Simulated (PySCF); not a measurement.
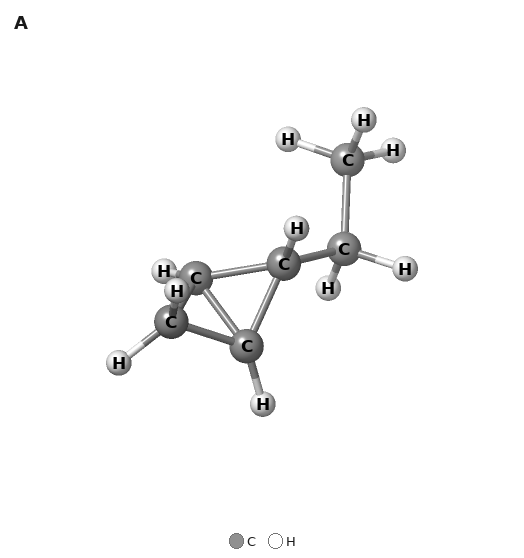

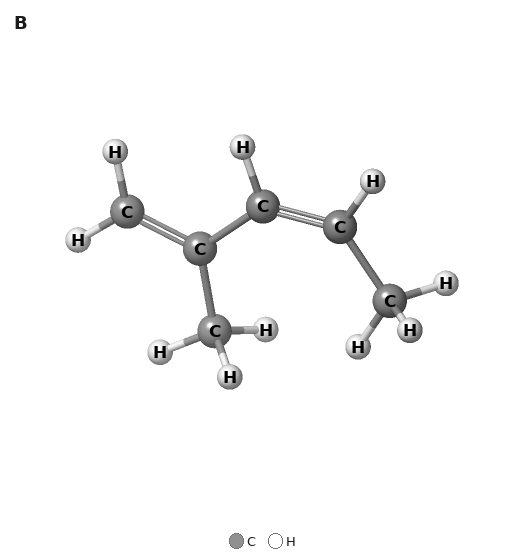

2 stationary structures of one formula. Geometries: PBE0-D3(BJ)/def2-SVP. Electronic energies: PBE0-D3(BJ)/def2-SVP (PySCF 2.14.0), without zero-point energy. No frequency run is at hand to confirm each as a minimum. Each is one conformer, not always the lowest.

**Are they conformers, stereoisomers or constitutional isomers?**

They are constitutional isomers of C6H10: A `CC[C@@H]1[C@H]2C[C@@H]12`, B `C=C(C)/C=C\C`.

**Rank them by energy, lowest first.**

B is lowest; A lies 17.0 kcal/mol above it.
